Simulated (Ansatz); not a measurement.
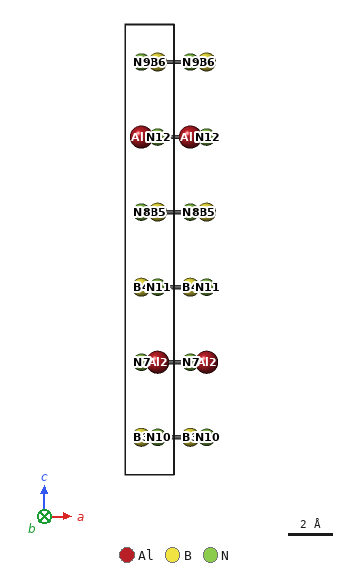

Starting structure of a crystal of AlB₂N₃ (a generated structure, set up in P6_3/mmc) (coarse preliminary run). Style: ball-and-stick. Shown: the cell of the calculation, repeated 2 × 1 × 1 with one cell outlined, along the b axis.

Level of theory: DFT PBE, scalar-relativistic, plane waves, PAW (Ansatz).

Input file:
```yaml
crystal:
  lattice:
    - [2.61796348, 0.0, 0.0]
    - [-1.30898174, 2.26722288, 0.0]
    - [0.0, 0.0, 20.86111091]
  atoms:
    - { symbol: Al, position: [0.33333333, 0.66666667, 0.75] }
    - { symbol: Al, position: [0.66666667, 0.33333333, 0.25] }
    - { symbol: B, position: [0.33333333, 0.66666667, 0.08333333] }
    - { symbol: B, position: [0.33333333, 0.66666667, 0.41666667] }
    - { symbol: B, position: [0.66666667, 0.33333333, 0.58333333] }
    - { symbol: B, position: [0.66666667, 0.33333333, 0.91666667] }
    - { symbol: "N", position: [0.33333333, 0.66666667, 0.25] }
    - { symbol: "N", position: [0.33333333, 0.66666667, 0.58333333] }
    - { symbol: "N", position: [0.33333333, 0.66666667, 0.91666667] }
    - { symbol: "N", position: [0.66666667, 0.33333333, 0.08333333] }
    - { symbol: "N", position: [0.66666667, 0.33333333, 0.41666667] }
    - { symbol: "N", position: [0.66666667, 0.33333333, 0.75] }
basis:
  ecutwfc: 420
kpoints:
  mp_grid: { grid: [6, 6, 1] }
hamiltonian:
  xc: pbe
scf:
  occupations: { method: gaussian, width: 0.1 }
  lower_state_search: "off"
output:
  forces: true
  stress: true
  eigenvalues: true
relax:
  adjacent_minimum: "off"
  f_tol: 0.04
  max_steps: 70
  cell: { stress_tol: 0.4 }
```

Run as
```bash
ansatz run input.yaml --threads 1 --pin off --max-ram 2560MiB --backend cpu --events-out ev --progress --plain --runs-dir out
```

What does the optimiser find from here?

The energy falls by 198 meV per atom in 6 accepted moves (8 points after the start). The largest force component goes from 0.052 to 0.0086 eV/Å. Pressure: 38.05 GPa at the start and 0.21 GPa at the end. The SCF was repeated twice at an unchanged geometry on a basis and grid sized afresh for the cell, which shifted the energy by 6.6 meV per atom at most. The largest moves relative to the cell, 0.16 Å, are those of B3, B4, B5 and B6. B5 goes along +c. Largest moves by element: B 0.16 Å, N 0.16 Å. Al stays in place. The drawn cell changes as follows: a = b 2.618 → 2.770 Å (+5.8 %), c 20.861 → 20.934 Å (+0.4 %); the volume changes by +12.4 %. Near-neighbour distances that change, for instance: B3–N10 1.511 → 1.599 Å, Al1–N12 1.511 → 1.599 Å. The space group stays P6_3/mmc (No. 194).

Final geometry:

```
Al B N
1.0
     2.77020    0.00000    0.00000
    -1.38510    2.39906    0.00000
     0.00000    0.00000   20.93434
Al B N
2 4 6
Direct
  0.33333 0.66667 0.75000
  0.66667 0.33333 0.25000
  0.33333 0.66667 0.09116
  0.33333 0.66667 0.40884
  0.66667 0.33333 0.59116
  0.66667 0.33333 0.90884
  0.33333 0.66667 0.25000
  0.33333 0.66667 0.59084
  0.33333 0.66667 0.90916
  0.66667 0.33333 0.09084
  0.66667 0.33333 0.40916
  0.66667 0.33333 0.75000
```

The end point in the same view:

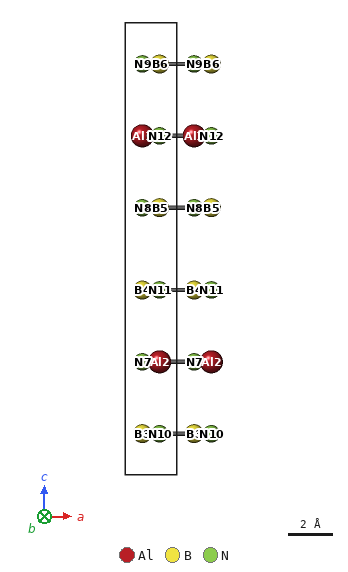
